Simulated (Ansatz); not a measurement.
Electronic density of states of amorphous Si24O51Lu2, density 2.64 g/cm³, on a 2×2×2 Γ-centred mesh with a Gaussian width of 0.1 eV; energies count from the Fermi level, whose place inside the gap is arbitrary. Cell and mesh are small, so fine structure isn't converged. The numbers are results of PBE, scalar-relativistic without spin-orbit coupling (plane waves to 420 eV, PAW; Ansatz, a quantum-chemistry and plane-wave program), not measurements. Sampling: a 2×2×2 Γ-centred mesh; Fermi-Dirac width 0.02 eV; no spin polarisation. At PBE the levels at the filled edge of the gap are localised (band-tail or defect states), and the nearest spread-out levels lie 5.1 eV apart at the zone centre.

The cell was made by melting and quenching with the CHGNet potential and then relaxed with DFT. O atoms were pushed apart under 1.9 Å during the dynamics, to hinder bonds among them. The hot cell started wider than the set density and was brought back towards it in steps. It is the lowest in DFT energy of 2 quenches. It is a model cell: composition and starting density were chosen by hand, and all elements were melted together. No dispersion term was used. Its density started from a set value of 2.64 and ended at 2.64 g/cm³. Cooling (nominally 400 K/ps over its main leg) ran many orders faster than in experiment, which tends to leave more defects and strain. A cell of this size samples the disorder only roughly. The volume was held where the preparation left it and the shape relaxed, at a PBE pressure of -0.7 GPa (tension). Stress components on the final sampling reach 0.8 GPa.

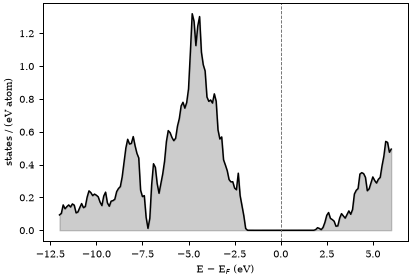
Density of states per atom

The level gap on this mesh is 4.10 eV; the broadening fills part of it in the curve.
